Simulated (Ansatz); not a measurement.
The starting structures come from a database of crystals and need not be the phases stable at ambient conditions.

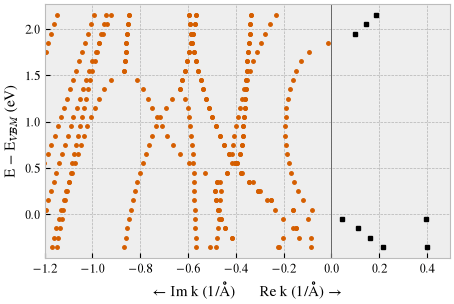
Figure: Complex bands at the centre of the two-dimensional zone; r2SCAN in Ansatz (a first-principles code)

The gap is the functional's own, uncorrected, and κ follows it; spin-orbit coupling is left out. Mid-gap values are interpolated between the computed energies.

Task: This is K2SnHgSe4 (I-42m, not sure to be the ambient phase, 8 atoms a cell, 30.3 Å³ an atom, -2 GPa at this level) along the normal of (110). Read off the slowest decay at the centre of the two-dimensional zone at 0.95 eV, the computed energy nearest the middle of the gap.

Result: κ ≈ 0.19 1/Å, a decay length 1/(2κ) of the density of 2.6 Å.
